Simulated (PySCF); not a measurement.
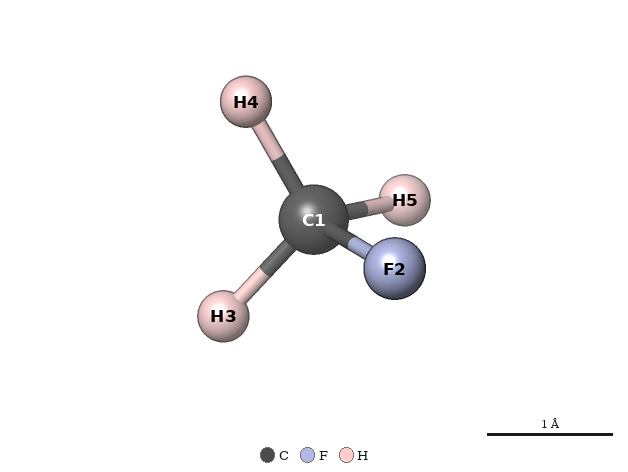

Figure made from data computed with PySCF.

Orthographic view. Distant atoms are faded towards the background colour. Geometry: a fixed input geometry, not necessarily a minimum.

Give the geometry as a Z-matrix, atoms in numerical order, with these reference atoms: 2 to 1; 3 to 1, 2; 4 to 1, 3, 2; 5 to 1, 3, 4.

```
C  
F    1   1.363
H    1   1.103   2   110.0
H    1   1.103   3   108.9   2  -120.7
H    1   1.104   3   108.9   4  -118.7
```
